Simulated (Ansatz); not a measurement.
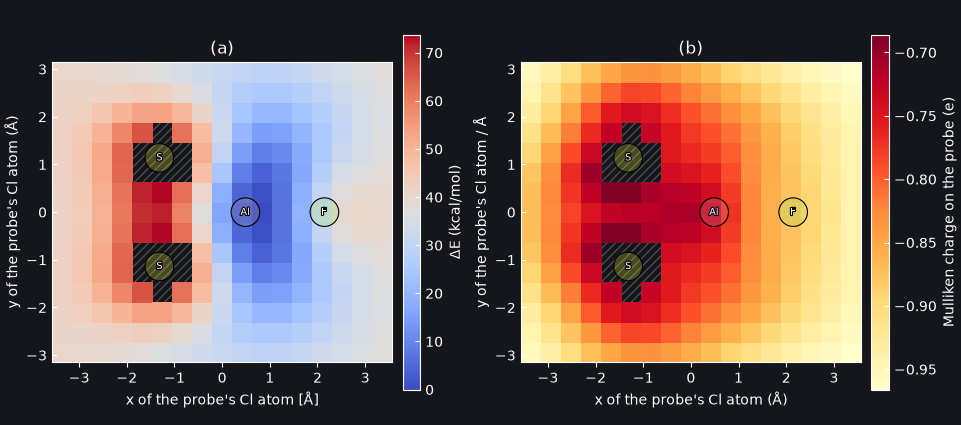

AlFS₂ (SMILES [F][Al]1[S][S]1) with the probe Cl-. 
- The probe is moved over a plane parallel to the molecule's main plane, 2.30 Å above it.
- First axis: x of the probe's Cl atom. Second axis: y of the probe's Cl atom.
- Nothing is relaxed (molecule and probe rigid).
- Grid: 17 × 15 points; 129 points were computed and 112 follow by symmetry. At 14 points there is no value.
- Points are written as (first, second).
- Energies: kcal/mol, counted from the lowest grid point.
- All numbers below come from RKS PBE0-D4/def2-SVPD in Ansatz 0.2.0.

Panel (a) is the energy and panel (b) the computed Mulliken charge on the probe on the same grid.

Drawn: one coloured cell a grid point, labelled circles for the molecule's atoms, projected on the plane, hatched blanks where no value was computed.

How does the Mulliken charge on the probe vary over the map, and what is it at the lowest grid point?

Leaving out the highest fifth of the energies, it runs from −0.97 e at (3.36 Å, −2.94 Å) [nearest 1 F at 3.93 Å] to −0.71 e at (0.00 Å, 0.00 Å) [nearest 1 Al at 2.35 Å]. At the lowest grid point, (0.84 Å, 0.00 Å) [nearest 1 Al at 2.33 Å], it is −0.77 e.
